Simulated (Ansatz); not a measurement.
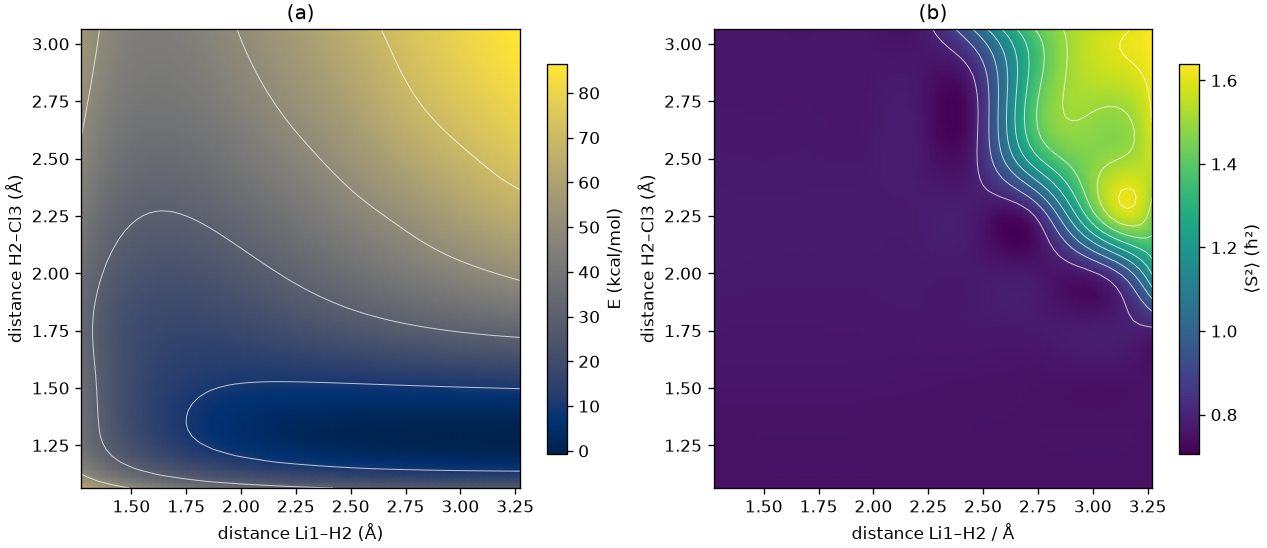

The system Li + HCl, spin multiplicity 2. 
- Coordinates scanned: (1) distance Li1–H2; (2) distance H2–Cl3.
- Nothing is relaxed (the angle Li1–H2–Cl3 is fixed at 180 degrees).
- The grid has 10 × 10 points.
- All energies are given in kcal/mol relative to Li far from the relaxed HCl (each part in its own basis).
- In part of the range the unrestricted reference is strongly spin-contaminated.
- Computed with UHF-CCSD(T), frozen core/def2-TZVPD (Ansatz 0.2.0).

Panel (a) is the energy and panel (b) the computed ⟨S²⟩ on the same grid.

Drawn: a smooth colour map with a few white contour lines. Between grid points the surface is interpolated.

How does the ⟨S²⟩ vary over the map, and what is it at the lowest grid point?

Answer. Leaving out the highest fifth of the energies, it runs from 0.75 ħ² at distance Li1–H2 = 3.272 Å, distance H2–Cl3 = 1.064 Å to 1.20 ħ² at distance Li1–H2 = 3.272 Å, distance H2–Cl3 = 1.995 Å. At the lowest grid point, distance Li1–H2 = 3.272 Å, distance H2–Cl3 = 1.347 Å, it is 0.75 ħ². That point lies on the edge of the scan.

| distance H2–Cl3 ↓, distance Li1–H2 → | 1.272 | 1.387 | 1.555 | 1.751 | 1.969 | 2.203 | 2.453 | 2.715 | 2.988 | 3.272 |
| --- | --- | --- | --- | --- | --- | --- | --- | --- | --- | --- |
| 3.064 | 0.76 | 0.76 | 0.76 | 0.76 | 0.76 | 0.76 | 1.00 | 1.38 | 1.55 | 1.64 |
| 2.780 | 0.76 | 0.76 | 0.76 | 0.76 | 0.76 | 0.77 | 0.77 | 1.34 | 1.52 | 1.62 |
| 2.507 | 0.77 | 0.77 | 0.77 | 0.77 | 0.77 | 0.77 | 0.78 | 1.25 | 1.47 | 1.57 |
| 2.245 | 0.78 | 0.77 | 0.77 | 0.77 | 0.78 | 0.78 | 0.78 | 0.77 | 1.33 | 1.45 |
| 1.995 | 0.77 | 0.77 | 0.77 | 0.77 | 0.77 | 0.77 | 0.77 | 0.77 | 0.78 | 1.20 |
| 1.761 | 0.77 | 0.76 | 0.76 | 0.76 | 0.77 | 0.77 | 0.77 | 0.77 | 0.78 | 0.80 |
| 1.543 | 0.76 | 0.76 | 0.76 | 0.76 | 0.76 | 0.76 | 0.75 | 0.75 | 0.75 | 0.75 |
| 1.347 | 0.75 | 0.75 | 0.75 | 0.75 | 0.75 | 0.75 | 0.75 | 0.75 | 0.75 | 0.75 |
| 1.179 | 0.75 | 0.75 | 0.75 | 0.75 | 0.75 | 0.75 | 0.75 | 0.75 | 0.75 | 0.75 |
| 1.064 | 0.75 | 0.75 | 0.75 | 0.75 | 0.75 | 0.75 | 0.75 | 0.75 | 0.75 | 0.75 |
